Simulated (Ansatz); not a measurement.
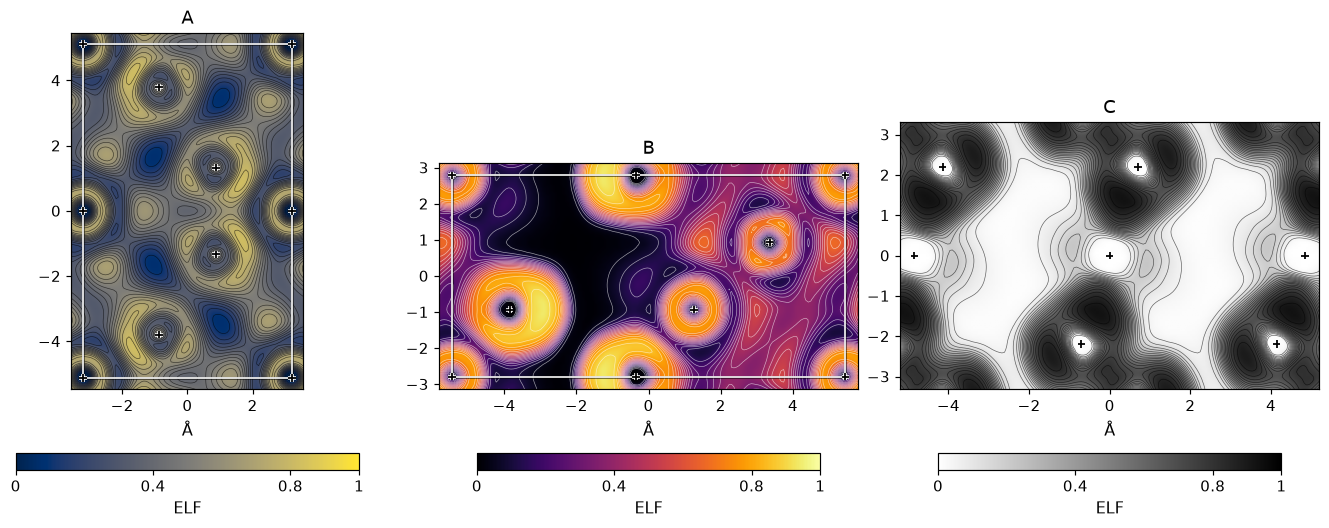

The electron localisation function of 3 systems, each on a plane through atoms (crosses mark nuclei in the plane).

Computed with DFT PBE, scalar-relativistic, plane waves, PAW in Ansatz 0.2.0.

System 1: BeCdS4, the (010) plane of the conventional cell. Space group P2/m; a generated structure, not necessarily the stable one.

```cif
data_structure
_symmetry_space_group_name_H-M 'P 1'
_symmetry_Int_Tables_number 1
_cell_length_a 4.8423
_cell_length_b 3.7934
_cell_length_c 5.9307
_cell_angle_alpha 90.000
_cell_angle_beta 90.132
_cell_angle_gamma 90.000
_cell_volume 108.94
loop_
_atom_site_label
_atom_site_type_symbol
_atom_site_fract_x
_atom_site_fract_y
_atom_site_fract_z
_atom_site_occupancy
Be1 Be 0.00000 0.00000 0.00000 1
Cd1 Cd 0.50000 0.50000 0.50000 1
S1 S 0.69971 0.50000 0.07747 1
S2 S 0.30029 0.50000 0.92253 1
S3 S 0.14570 0.00000 0.37037 1
S4 S 0.85430 0.00000 0.62963 1
```

System 2: Nb2WS2, the (110) plane of the conventional cell. Space group P-3m1; a generated structure, not necessarily the stable one.

```cif
data_structure
_symmetry_space_group_name_H-M 'P 1'
_symmetry_Int_Tables_number 1
_cell_length_a 3.2198
_cell_length_b 3.2198
_cell_length_c 10.8985
_cell_angle_alpha 90.000
_cell_angle_beta 90.000
_cell_angle_gamma 120.000
_cell_volume 97.85
loop_
_atom_site_label
_atom_site_type_symbol
_atom_site_fract_x
_atom_site_fract_y
_atom_site_fract_z
_atom_site_occupancy
Nb1 Nb 0.33333 0.66667 0.19231 1
Nb2 Nb 0.66667 0.33333 0.80769 1
W1 W 0.00000 0.00000 0.00000 1
S1 S 0.66667 0.33333 0.33954 1
S2 S 0.33333 0.66667 0.66046 1
```

System 3: Si4W, the (011) plane of the conventional cell. Space group Ccce; a generated structure, not necessarily the stable one; changed on purpose from its base cell (volume × 1.10, shape and atoms relaxed); computed pressure about −10 GPa in this cell.

Which map belongs to which system?

Panel A is system 3, Si4W: the plane holds Si and W. Panel B is system 2, Nb2WS2: the plane holds Nb, W and S. Nb–S (2.46 Å): the ELF peaks at about 0.85 in the valence shell of S, 0.8 Å from its nucleus, and is about 0.40 at the midpoint. Panel C is system 1, BeCdS4: the plane holds Be and S. Be–S (2.31 Å): the ELF peaks at about 0.95 between the atoms.
